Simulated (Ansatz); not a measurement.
# H4NOSi: ladder of basis sets, by script

How does the energy of H4NOSi converge with the basis? The task is a ladder of basis sets, for H4NOSi.

Program: Ansatz 0.2.0, driven from Python. The levels of theory stand in the script. These are calculated values, not measurements.

### 1 The system

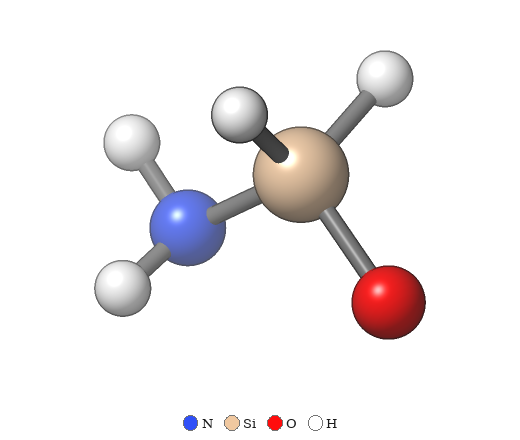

The starting structure, viewed from a chosen angle; nitrogen blue, silicon light orange, oxygen red, hydrogen white.

The script holds or builds the structure itself.

### 2 The code

The input, h4nosi_basis.py:

```python
'''How the energy of H4NOSi converges with the basis.'''

import ansatz as az

GEOMETRY = '''
N    -0.92890   -0.27490   -0.60060
Si    0.58760   -0.07080    0.23110
O     0.68770   -1.28030    1.42390
H    -0.95450    0.56180   -1.30740
H    -1.71970   -0.05940    0.08070
H     0.67540    1.27460    0.85950
H     1.71370   -0.21910   -0.73290
'''

geometry = az.Crystal.molecule()
for line in GEOMETRY.strip().splitlines():
    symbol, *xyz = line.split()
    geometry = geometry.atom(symbol, [float(v) for v in xyz])

model = (
    geometry.calculation()
    .functional('hf')
    .spin('collinear', total=1)
)

energies = {}
for basis in ['STO-3G', '6-31G', '6-31G*', 'def2-SVP', 'def2-SVPD', 'def2-TZVP', 'def2-TZVPP']:
    r = model.basis(gaussian=basis).run().report
    size = r['n_frozen'] + r['n_occupied'][0] + r['n_virtual'][0]
    energies[basis] = (r['reference_energy_ev'] / 27.211386246, r['free_energy_ev'] / 27.211386246)
    print(f'{basis:14s} {size:4d} orbitals  reference {energies[basis][0]:14.6f} Ha  total {energies[basis][1]:14.6f} Ha')

last = energies['def2-TZVPP'][1]
for basis, (_, total) in energies.items():
    print(f'{basis:14s} lies {27.211386 * (total - last):9.4f} eV above def2-TZVPP')
```

### 3 What the engine is handed

The engine receives this input (first run):

```yaml
crystal:
  periodic: [false, false, false]
  atoms:
    - { symbol: "N", position_ang: [-0.9289, -0.2749, -0.6006] }
    - { symbol: Si, position_ang: [0.5876, -0.0708, 0.2311] }
    - { symbol: O, position_ang: [0.6877, -1.2803, 1.4239] }
    - { symbol: H, position_ang: [-0.9545, 0.5618, -1.3074] }
    - { symbol: H, position_ang: [-1.7197, -0.0594, 0.0807] }
    - { symbol: H, position_ang: [0.6754, 1.2746, 0.8595] }
    - { symbol: H, position_ang: [1.7137, -0.2191, -0.7329] }
basis:
  gaussian:
    orbitals: STO-3G
hamiltonian:
  xc: hf
magnetization:
  spin_polarized: true
  initial_magnetization: 1.0
```

### 4 Running it

The run is started by

```console
$ python h4nosi_basis.py
```

The log of the run:

```text
STO-3G           23 orbitals  reference    -415.499782 Ha  total    -415.499782 Ha
6-31G            39 orbitals  reference    -420.428513 Ha  total    -420.428513 Ha
6-31G*           57 orbitals  reference    -420.546544 Ha  total    -420.546544 Ha
def2-SVP         66 orbitals  reference    -420.371409 Ha  total    -420.371409 Ha
def2-SVPD        99 orbitals  reference    -420.386631 Ha  total    -420.386631 Ha
def2-TZVP       123 orbitals  reference    -420.646127 Ha  total    -420.646127 Ha
def2-TZVPP      160 orbitals  reference    -420.648211 Ha  total    -420.648211 Ha
STO-3G         lies  140.0959 eV above def2-TZVPP
6-31G          lies    5.9783 eV above def2-TZVPP
6-31G*         lies    2.7665 eV above def2-TZVPP
def2-SVP       lies    7.5322 eV above def2-TZVPP
def2-SVPD      lies    7.1180 eV above def2-TZVPP
def2-TZVP      lies    0.0567 eV above def2-TZVPP
def2-TZVPP     lies    0.0000 eV above def2-TZVPP
```

Wall time 62 s (1 thread of Arm Neoverse N1, shared host); peak memory 0.46 GiB.

### 5 Inputs of later runs

The engine's inputs for some of the other runs:

Run 2, against run 1:

```diff
@@ -13 +13 @@
-    orbitals: STO-3G
+    orbitals: "6-31G"
```

Run 5, against run 1:

```diff
@@ -13 +13 @@
-    orbitals: STO-3G
+    orbitals: def2-SVPD
```

Run 6, against run 1:

```diff
@@ -13 +13 @@
-    orbitals: STO-3G
+    orbitals: def2-TZVP
```

### 6 Run by run

The 7 runs, in the order started:

| run | basis | energy (eV) | <S²> | SCF cycles | CPU time (s) |
| --- | --- | --- | --- | --- | --- |
| 1 | STO-3G | -11306.3251 | 0.76 | 132 | 0.51 |
| 2 | 6-31G | -11440.4426 | 0.76 | 144 | 1.5 |
| 3 | 6-31G* | -11443.6544 | 0.76 | 174 | 3 |
| 4 | def2-SVP | -11438.8888 | 0.76 | 149 | 4.2 |
| 5 | def2-SVPD | -11439.3030 | 0.76 | 164 | 10 |
| 6 | def2-TZVP | -11446.3642 | 0.76 | 159 | 15 |
| 7 | def2-TZVPP | -11446.4210 | 0.76 | 158 | 27 |

### 7 Results

| quantity | value |
| --- | --- |
| runs compared | 7 |
| change of the total from set to set | -134.118, -3.212, +4.766, -0.414, -7.061, -0.057 eV |

**Reading.** Against STO-3G: 6-31G -4928.7 mHa, 6-31G* -5046.8 mHa, def2-SVP -4871.6 mHa, def2-SVPD -4886.8 mHa, def2-TZVP -5146.3 mHa and def2-TZVPP -5148.4 mHa. The last step alone is -2.08 mHa (these two sets differ little on atoms other than hydrogen). From the first set to the last the time grows from 0.5 to 27.5 s. What to keep in mind:
- The drop along the ladder measures the basis error, and is no property of the molecule.
- The geometry is a force-field or estimated start, not a minimum of this method, and the last set is no limit. Much of the fall in a total is atomic energy, which cancels in bond and reaction energies.
- The run takes the species as open-shell (spin multiplicity 2), which needn't be its ground state.
- Totals across families of basis sets mostly measure their core functions.
